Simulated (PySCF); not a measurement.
# C$_{2}$H$_{2}$F$_{2}$N, doublet, SMILES `C=N[C](F)F`: electronic structure

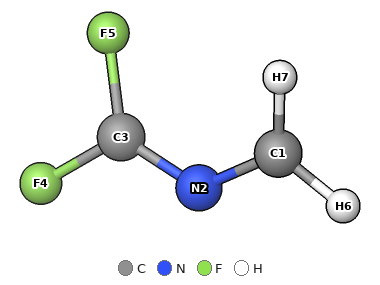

The molecule, with its atoms numbered as below. No frequency check shows the geometry to be a minimum.

Geometry (Å), atoms numbered from 1:

```
C1       1.9377   -0.0040    0.0367
N2       0.7698   -0.5883   -0.0567
C3      -0.3796   -0.0624    0.0044
F4      -1.4793   -0.7846    0.0404
F5      -0.6985    1.2404   -0.0412
H6       2.7941   -0.5994   -0.2197
H7       2.0701    1.0145    0.3772
```

## 1. Bonding charge

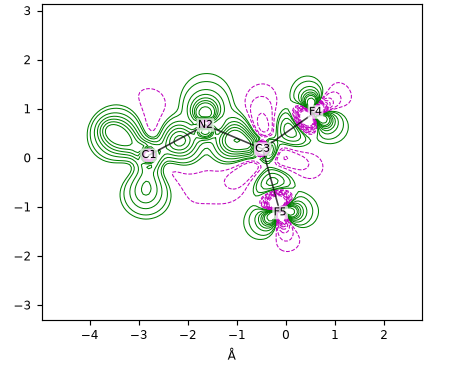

Deformation density (molecule less spherical, spin-averaged free atoms) in the plane of C1, N2, C3, F4 and F5; contours at ±0.05 to ±0.8 e/Å³; solid green lines: gain, dashed magenta lines: loss.

PySCF calculation, ωB97X/def2-TZVP, gas phase; geometry: GFN2-xTB. The stability of the open-shell solution wasn't checked. GFN2-xTB doesn't know the spin state, so this open-shell geometry is rough.

Question: How much density has each bond in this plane gained at its critical point, relative to the free atoms?

Answer: N2–C3: +0.78 e/Å³ at the bond critical point (bond length 1.26 Å, Mayer order 1.7). C1–N2: +0.47 e/Å³ at the bond critical point (bond length 1.31 Å, Mayer order 1.3). C3–F4: +0.16 e/Å³ at the bond critical point (bond length 1.32 Å, Mayer order 1.2). C3–F5: +0.11 e/Å³ at the bond critical point (bond length 1.34 Å, Mayer order 1.1); up to 0.6 Å beside the axis the gain reaches +0.34 e/Å³. In all, 1.6 electrons gather in the regions of gain relative to the promolecule. A small or negative value marks a very polar bond, one between electron-rich atoms, whose free-atom densities already overlap strongly, a long bond to a heavier atom, or a closed-shell contact such as a hydrogen bond.

Question: Where do the Hirshfeld charges lie?

Answer: The highest Hirshfeld charge is on C3 (+0.24 e), the lowest on N2 (−0.18 e).

## 2. Bond critical points

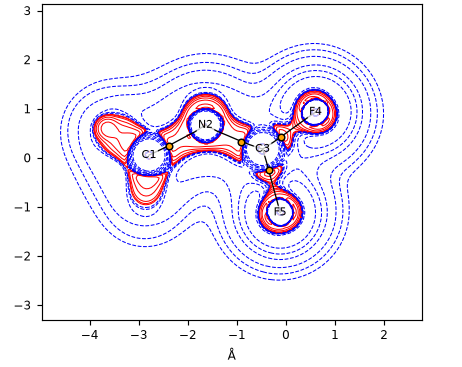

Negative Laplacian of the density (−∇²ρ) in the plane of C1, N2, C3, F4 and F5 (solid red lines positive, dashed blue lines negative, contours at ±0.02 to ±8 a.u.), with bond paths and bond critical points (dots).

Question: Sort the bonds in the plane by the sign of ∇²ρ at their critical points.

Answer: Concentrated (∇²ρ < 0): N2–C3 (−1.29 a.u.); C1–N2 (−0.74 a.u.); C3–F4 (−0.22 a.u.); C3–F5 (−0.31 a.u.). At none is it depleted.

Question: Where along C3–F4 does the critical point lie?

Answer: 0.44 Å from C3 and 0.87 Å from F4.

## 3. Local ionisation energy

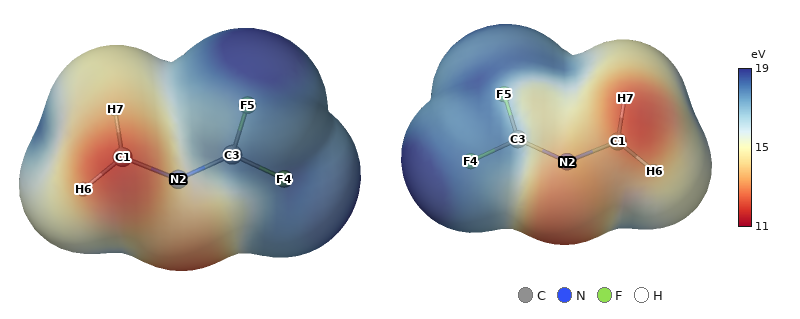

Average local ionisation energy on the surface of electron density 0.001 a.u. (back view left, front view right).

Question: Where are the most loosely bound electrons on this surface?

Answer: The lowest value is 11.5 eV, over C1, off the plane of its three bonds (2.0 Å). Further minima include 12.1 eV, 2.0 Å from N2; 17.3 eV, 1.7 Å from F5. For comparison, the highest occupied orbital lies at −8.3 eV.

## 4. Spin density

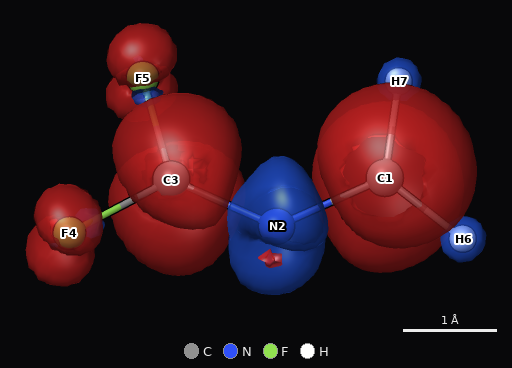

Spin density ρα − ρβ at ±0.03 e/Å³ (red: excess α, blue: excess β).

Question: Give the atomic spin populations that go with this picture.

Answer: Hirshfeld spin populations: C1 +0.54, C3 +0.30, F4 +0.06 and F5 +0.05. Spin polarisation leaves negative spin on N2 (−0.02). ⟨S²⟩ = 0.78, against 0.75 for a pure state. The picture also shows regions of β spin from spin polarisation; the Hirshfeld sums, whose atoms overlap, net them against the α spin of neighbours.

## 5. In an electric field

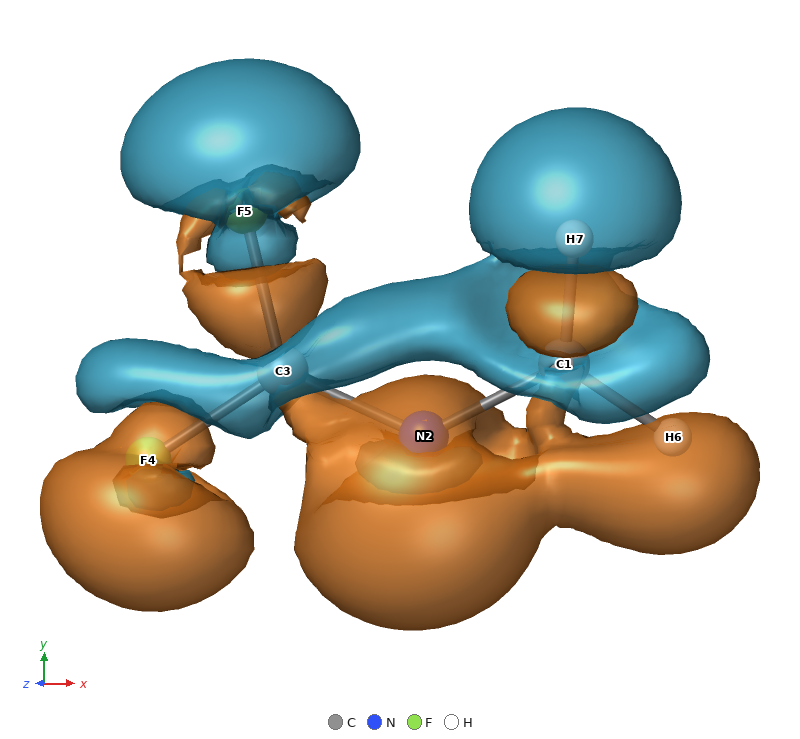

Change of the electron density in a uniform field of 0.10 V/Å, surfaces at ±0.0005 e/Å³ (light blue: gain, orange: loss).

Computed with PySCF, PBE/def2-SVPD, geometry: GFN2-xTB. The stability of the open-shell solution wasn't checked. GFN2-xTB doesn't know the spin state, so this open-shell geometry is rough.

Question: Along which Cartesian direction does the field point?

Answer: Along −y: electrons gather on the +y side, against the field.

Question: How large is the response?

Answer: The induced dipole is 0.17 D (along the field); α along this axis, from the fields in both directions, is 34 bohr³ (5.0 Å³).

Question: Which atoms gain and lose the most charge?

Answer: Electrons gather most on F5 (Hirshfeld charge changes by −0.005 e) and leave N2 most (+0.004 e); 0.017 electrons are displaced in all.

## 6. Removing or adding an electron

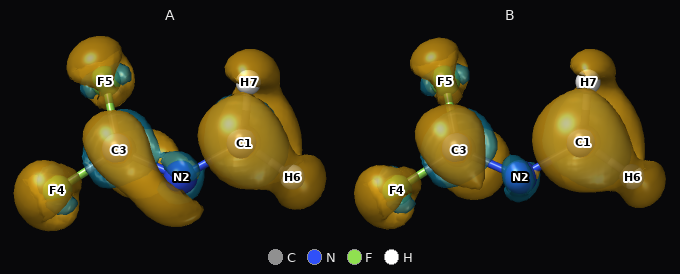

The two Fukui functions at ±0.03 e/Å³ (yellow positive, teal negative).

Computed with PySCF, M06-2X/def2-SVP, geometry: GFN2-xTB. GFN2-xTB doesn't know the spin state, so this open-shell geometry is rough.

Question: Why do the two look alike?

Answer: The electron leaves from or enters the same singly occupied orbital. A is f⁻, B is f⁺. f⁻ (Hirshfeld-condensed) is largest on C1 (0.29) and C3 (0.19); the vertical ionisation energy is 8.49 eV (to the singlet cation, which needn't be its lowest state). f⁺ (Hirshfeld-condensed) is largest on C1 (0.31) and C3 (0.20); the vertical electron affinity is 0.04 eV (to the singlet anion, which needn't be its lowest state; the anion's highest orbital has positive energy, so this value and f⁺ depend on the basis).
